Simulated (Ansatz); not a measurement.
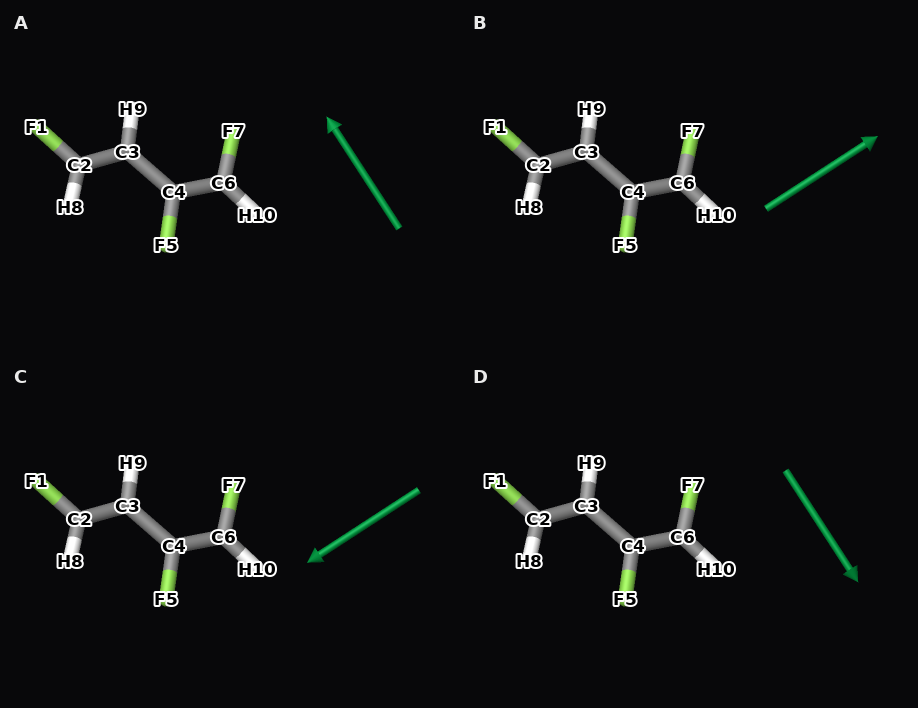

The same molecule four times, each with an arrow. Computed geometry: PBE0-D4/def2-TZVP optimisation. Properties computed with RKS ωB97M-V/def2-TZVPP (Ansatz 0.2.0).

Which arrow points along the dipole moment, from the negative to the positive end?

Answer. D. The dipole moment is 0.85 D; it points from the side of F1 to the side of H10 (the outermost atoms at the two ends).
